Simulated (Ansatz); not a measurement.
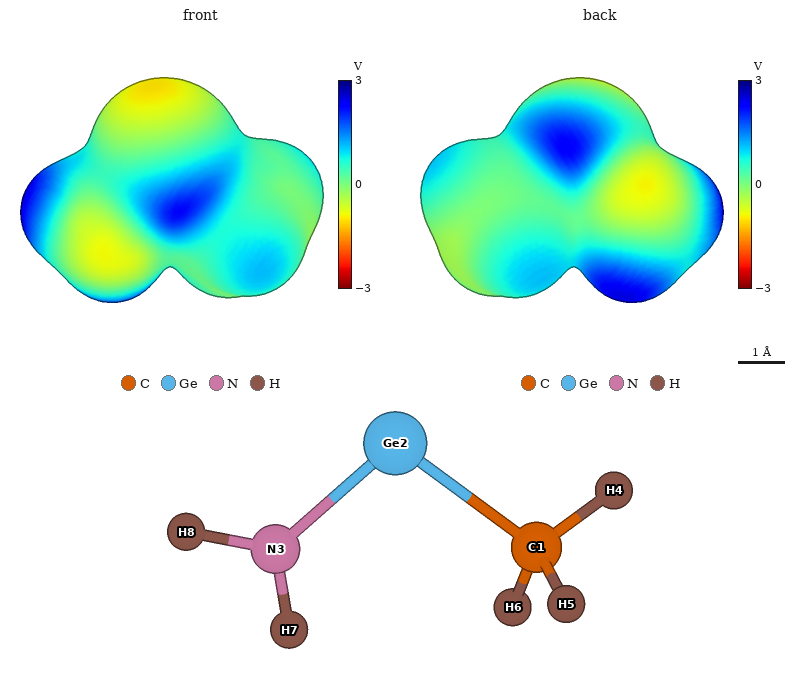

Figure. CH$_{5}$GeN. The electrostatic potential painted on the density surface at 0.004 e/bohr³, seen from the front and from behind; the colour scale runs from red (negative) to blue (positive). The bare structure is drawn below in the same view.

Geometry: B3LYP-D4/def2-TZVP.

Computed with isolated molecule in a Gaussian basis; Kohn-Sham density functional theory, functional PBE0 in Ansatz 0.2.0.

```yaml
atoms:
  - { symbol: C, position_ang: [-0.9902, -0.5764, 1.7101] }
  - { symbol: Ge, position_ang: [0.5918, -1.7804, 2.0599] }
  - { symbol: N, position_ang: [0.9037, -2.1989, 0.3039] }
  - { symbol: H, position_ang: [-1.6888, -0.6008, 2.5485] }
  - { symbol: H, position_ang: [-0.6261, 0.4526, 1.6198] }
  - { symbol: H, position_ang: [-1.5246, -0.8332, 0.7929] }
  - { symbol: H, position_ang: [0.3598, -1.8735, -0.4828] }
  - { symbol: H, position_ang: [1.6685, -2.7918, 0.0205] }
```

Where is the surface potential most negative and most positive?

The most negative region (about −1.0 V, or −23 kcal/mol for a unit charge) lies over Ge2, the most positive (about +2.4 V, or +55 kcal/mol for a unit charge) over H7 and H8.
